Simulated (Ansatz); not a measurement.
# Te2Mo (P6_3/mmc): zone-centre modes under pressure, part 4 of 4

Wanted: Grüneisen parameters and pressure coefficients of the modes of Te2Mo (P6_3/mmc).

Ansatz 0.2.0; DFT LDA, scalar-relativistic, plane waves, PAW; PAW set soft_1.

So far, highest optical mode at the zone centre (no LO-TO term) (cm⁻¹): step 4 (modes at rest) 296; step 6 (volume ratio 1.06) 294.

In doubt: the program warns that the response may not be converged on this k-mesh (step 8), which bears on the force constants and all frequencies.

### Step 8. Modes of this member: 0.9 times the volume at rest (continued)

Without the LO-TO term. Patterns of degenerate modes are one choice out of their space. The modes at Γ (shares of kinetic energy by element, %):

| mode | frequency (cm⁻¹) | symmetry | Mo % | Te % |
| --- | --- | --- | --- | --- |
| 1 | 0.0 | acoustic | 27 | 73 |
| 2 | 0.0 | acoustic | 27 | 73 |
| 3 | 0.0 | acoustic | 27 | 73 |
| 4 | 45.3 | E2g | 27 | 73 |
| 5 | 45.3 | E2g | 27 | 73 |
| 6 | 71.5 | B1g | 28 | 72 |
| 7 | 122.9 | E2u | 0 | 100 |
| 8 | 122.9 | E2u | 0 | 100 |
| 9 | 128.8 | E1g | 0 | 100 |
| 10 | 128.8 | E1g | 0 | 100 |
| 11 | 180.0 | B2u | 0 | 100 |
| 12 | 193.7 | A1g | 0 | 100 |
| 13 | 247.2 | E1u | 73 | 27 |
| 14 | 247.2 | E1u | 73 | 27 |
| 15 | 247.3 | E2g | 73 | 27 |
| 16 | 247.3 | E2g | 73 | 27 |
| 17 | 298.3 | A2u | 73 | 27 |
| 18 | 309.1 | B1g | 72 | 28 |

Transverse modes. Lines of the infrared spectrum (strongest = 100):

| position (cm⁻¹) | lines merged | relative intensity |
| --- | --- | --- |
| 45 | 1 | 0.0 |
| 72 | 1 | 0.0 |
| 123 | 1 | 0.0 |
| 129 | 1 | 0.0 |
| 180 | 1 | 0.0 |
| 194 | 1 | 0.0 |
| 247 | 2 | 100 |
| 298 | 1 | 21 |
| 309 | 1 | 0.0 |

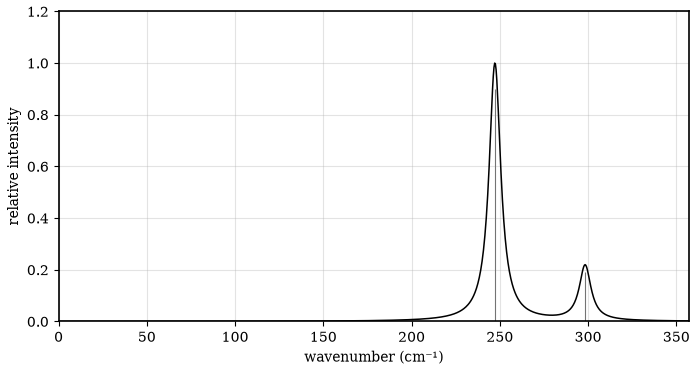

The infrared spectrum, broadened with Lorentzians of width 8 cm⁻¹; bars mark the lines.

Without the LO-TO term the lowest optical mode is real, 45.3 cm⁻¹, and the highest lies at 309.1 cm⁻¹.

The log warns of the k mesh: “the force constants stand on the 9×9×2 k-mesh, whose period is 9.69 times the interband length at k = (0.3333, 0.3333, 0.0000), direct gap 0.656 eV, under 14: take them and everything formed from them as unconverged”. So the frequencies of this run count as unconverged too.

### Step 9. The series together

The members are set side by side, also those not shown above.

Each row is one cell with its response, relaxed at fixed volume as far as symmetry leaves anything free; energies are extrapolated to zero smearing, and E0 is that at rest; the axis is the Cartesian z axis of the cell; shape and atoms are relaxed in each cell where symmetry leaves them free. State of the crystal along the series:

| volume ratio | V (Å³/atom) | pressure (GPa) | E - E0 (meV/atom) | first cell vector (Å) | third cell vector (Å) | gap on mesh (eV) | ε∞ along the axis | ε∞ across the axis, mean | ε0 along the axis | ε0 across the axis, mean | largest Born charge in size, a third of the trace (e) | top mode with the field, highest of q along x, y and z (cm⁻¹) |
| --- | --- | --- | --- | --- | --- | --- | --- | --- | --- | --- | --- | --- |
| 0.9 | 21.59 | 6.984 | 44.14 | 3.384 | 13.06 | 0.2611 | 18.47 | 21.71 | 19.08 | 23.77 | 3.002 | 309.1 |
| 0.92 | 22.07 | 5.043 | 26.2 | 3.406 | 13.18 | 0.3533 | 16.81 | 21.35 | 17.4 | 23.35 | 2.973 | 305.6 |
| 0.94 | 22.55 | 3.397 | 13.64 | 3.426 | 13.31 | 0.4491 | 15.37 | 21.02 | 15.94 | 22.97 | 2.941 | 302.5 |
| 0.96 | 23.03 | 2.024 | 5.593 | 3.444 | 13.45 | 0.5496 | 14.12 | 20.7 | 14.63 | 22.61 | 2.898 | 300 |
| 0.98 | 23.51 | 0.897 | 1.294 | 3.46 | 13.61 | 0.6553 | 12.96 | 20.4 | 13.42 | 22.27 | 2.852 | 297.8 |
| 0.99 | 23.75 | 0.4205 | 0.3089 | 3.467 | 13.69 | 0.6878 | 12.41 | 20.25 | 12.85 | 22.1 | 2.83 | 296.9 |
| 1 | 23.99 | -0.002617 | 0 | 3.473 | 13.78 | 0.7219 | 11.89 | 20.09 | 12.3 | 21.92 | 2.804 | 296.1 |
| 1.02 | 24.47 | -0.6788 | 1.068 | 3.484 | 13.97 | 0.7936 | 10.86 | 19.79 | 11.21 | 21.6 | 2.76 | 294.9 |
| 1.04 | 24.95 | -1.154 | 3.845 | 3.491 | 14.18 | 0.8701 | 9.891 | 19.47 | 10.18 | 21.24 | 2.71 | 294.2 |
| 1.06 | 25.43 | -1.45 | 7.783 | 3.496 | 14.41 | 0.9287 | 8.977 | 19.13 | 9.216 | 20.87 | 2.665 | 293.8 |

Without the LO-TO term; each mode is tracked from rest by its pattern, and modes that stay within 0.3 cm⁻¹ of each other stand once; shape and atoms are relaxed in each cell where symmetry leaves them free. Optical modes along the series:

| V (Å³/atom) | mode 4 E2g (cm⁻¹) | mode 6 B1g (cm⁻¹) | mode 7 E2u (cm⁻¹) | mode 9 E1g (cm⁻¹) | mode 11 B2u (cm⁻¹) | mode 12 A1g (cm⁻¹) | mode 13 (cm⁻¹) | mode 17 A2u (cm⁻¹) | mode 18 B1g (cm⁻¹) |
| --- | --- | --- | --- | --- | --- | --- | --- | --- | --- |
| 21.59 | 45.31 | 71.53 | 122.9 | 128.8 | 180 | 193.7 | 247.2 | 298.3 | 309.1 |
| 22.07 | 41.84 | 64.97 | 121.9 | 126.9 | 178.5 | 189.6 | 245.3 | 295.9 | 305.6 |
| 22.55 | 38.41 | 58.43 | 121.1 | 125.2 | 177.1 | 186 | 243.6 | 293.9 | 302.5 |
| 23.03 | 35.01 | 51.84 | 120.3 | 123.7 | 176 | 182.9 | 242 | 292.3 | 300 |
| 23.51 | 31.65 | 45.2 | 119.7 | 122.4 | 175 | 180.1 | 240.7 | 291 | 297.8 |
| 23.75 | 30.01 | 41.91 | 119.4 | 121.8 | 174.7 | 179 | 240.1 | 290.5 | 296.9 |
| 23.99 | 28.37 | 38.58 | 119.1 | 121.3 | 174.3 | 177.9 | 239.6 | 290.1 | 296.1 |
| 24.47 | 25.14 | 31.84 | 118.7 | 120.4 | 173.8 | 176 | 238.8 | 289.6 | 294.9 |
| 24.95 | 21.99 | 24.99 | 118.5 | 119.7 | 173.5 | 174.6 | 238.2 | 289.5 | 294.2 |
| 25.43 | 18.97 | 17.9 | 118.3 | 119.2 | 173.4 | 173.6 | 238 | 289.8 | 293.8 |

From cubic fits (parabolas where under five rows exist) of ln ω and P against ln V through the rows within about 4 % of rest: γ = −d ln ω / d ln V and dω/dP = γ ω / B. Slopes at rest:

| mode | fitted frequency at rest (cm⁻¹) | Grüneisen parameter γ | dω/dP (cm⁻¹/GPa) |
| --- | --- | --- | --- |
| mode 4 E2g | 28.4 | 5.74 | 4.14 |
| mode 6 B1g | 38.6 | 8.64 | 8.48 |
| mode 7 E2u | 119.1 | 0.2 | 0.6 |
| mode 9 E1g | 121.3 | 0.42 | 1.3 |
| mode 11 B2u | 174.3 | 0.18 | 0.78 |
| mode 12 A1g | 177.9 | 0.58 | 2.62 |
| mode 13 | 239.6 | 0.2 | 1.23 |
| mode 17 A2u | 290.1 | 0.12 | 0.88 |
| mode 18 B1g | 296.2 | 0.24 | 1.84 |

### Step 10. Summary of results

```yaml
members: 10
highest_optical_mode_at_the_zone_centre_no_lo_to_term_at_rest: 296.1 cm⁻¹
bulk_modulus_at_rest: 39.3 GPa
mode_12_a1g_gamma: 0.58
mode_13_gamma: 0.20
mode_17_a2u_gamma: 0.12
mode_18_b1g_gamma: 0.24
```

The series spans -1.5 to 7.0 GPa, and the slope at rest gives a bulk modulus of 39 GPa. Among the modes in the table of slopes γ runs from 0.12 (mode 17 A2u) to 8.64 (mode 6 B1g). ε∞ along z is 11.89 at rest, with d ln ε∞ / d ln V = -4.40. One k mesh and one cutoff serve the ground states and modes of all volumes; the field response picks its own mesh. With the field response the log warns that the k mesh is coarse for the force constants too, so the frequencies are to be taken as unconverged. These are harmonic frequencies at zero temperature: anharmonic shifts, linewidths and thermal expansion are left out. Spin-orbit coupling is left out, which can matter for the heavy elements here. The PAW files were made for PBE; the program adapts parts of them to the functional of the run, but their partial waves stay those of PBE, an approximation that was not tested in this session. Only the zone centre was solved, so an instability at another wavevector cannot show here.

[Logs are printed without paths, hosts, clocks, repeated set-up lines and the standing remarks that a program may print on its own settings, such as how far it seeks lower states.]

[Hosts, paths, dates, database ids (printed as entryN), source tags and the programs' standing remarks are cut or masked in the printed files.]
